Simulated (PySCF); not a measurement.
Input file:

```
{"job": {"kind": "nmr", "xc": "PBE0", "basis": "pcSseg-1"}, "charge": 0, "multiplicity": 1}
N      2.856114     0.352214    -0.136311
Si     1.518916    -0.606289     0.351529
C      0.165946    -0.257794    -0.957943
C     -1.123486    -1.066171    -0.743488
C     -2.096795    -0.113786    -0.022528
C     -1.548119     1.249416    -0.324584
C     -0.336550     1.136104    -0.839891
F      0.463201     2.165700    -1.193431
H      2.694172     1.283340    -0.487036
H      3.711136     0.324251     0.393501
H      1.941732    -2.003920     0.261515
H      0.949806    -0.333949     1.681233
H      0.591045    -0.432935    -1.948319
H     -1.544201    -1.353184    -1.709389
H     -0.952102    -1.976951    -0.171918
H     -2.094705    -0.286549     1.057984
H     -3.123915    -0.231500    -0.372006
H     -2.080954     2.158322    -0.115335
```

Launched as:

```sh
OMP_NUM_THREADS=1 python probes_run.py task.json out
```

Geometry: GFN2-xTB.

All numbers below come from PySCF 2.14.0, PBE0/pcSseg-1, SCF density, gas phase, non-relativistic.

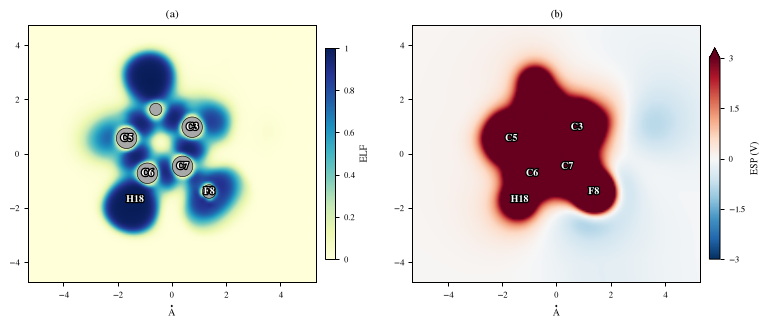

C5H10FNSi (SMILES N[SiH2][C@H]1CCC=C1F). (a) ELF; (b) electrostatic potential on the plane of atoms C5, C6 and H18. Grey discs cover the atomic cores in the ELF map.

> Describe what can be read from this map.

The plane passes through C, F and H nuclei.
C–C (1.32 Å): the ELF peaks at about 0.90 between the atoms; a short, multiple covalent bond.
C–F (1.35 Å): the ELF peaks at about 0.85 between the atoms, as expected for a shared but strongly polarised pair.
C–C (1.49 Å): the ELF peaks at about 0.95 between the atoms, as expected for a covalent bond.
C–H (1.07 Å): the ELF climbs to about 1 towards the hydrogen, as it does in any bond to H (a covalent bond by its length).
The ELF also peaks beside F8, away from the bonds: lone-pair regions.
Outside the dense part of the molecule the potential is most negative (−0.9 V) near F8.
